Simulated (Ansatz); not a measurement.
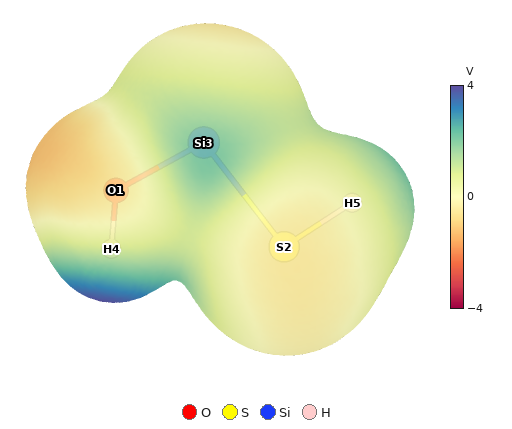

H₂OSSi (SMILES O[Si]#[SH]). The electrostatic potential painted on the density surface at 0.004 e/bohr³, seen at a tilt; red is negative and blue positive.

Geometry: PBE0-D3(BJ)/pcseg-1.

Method: Ansatz, isolated molecule in a Gaussian basis; Kohn-Sham density functional theory, functional PBE0.

```xyz
5

O    -4.5458   -0.3894    0.4865
S    -2.0823   -0.0190    2.0694
Si   -4.0749   -0.8965    2.0028
H    -3.9843    0.1433   -0.0939
H    -1.7884   -0.4747    3.3076
```

### Describe the electrostatic potential map.

The most negative region (about −1.2 V) lies over O1, the most positive (about +3.7 V) over H4. O1 is the likeliest acceptor of a hydrogen bond.

### What dipole moment does the calculation give?

Its dipole moment is 0.70 D.
